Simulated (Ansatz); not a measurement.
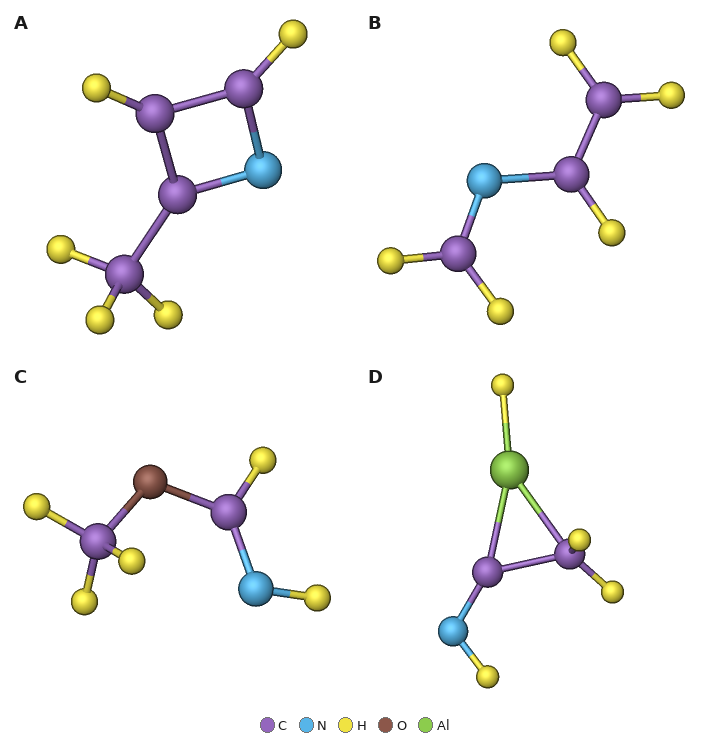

Source: calculation with Ansatz.

**Match each picture to its SMILES.**
(1) [H]/N=[C]1\[CH2][AlH]1
(2) [H]/N=C/OC
(3) CC1=NC=C1
(4) C=CN=C

A is (3), B is (4), C is (2), D is (1).
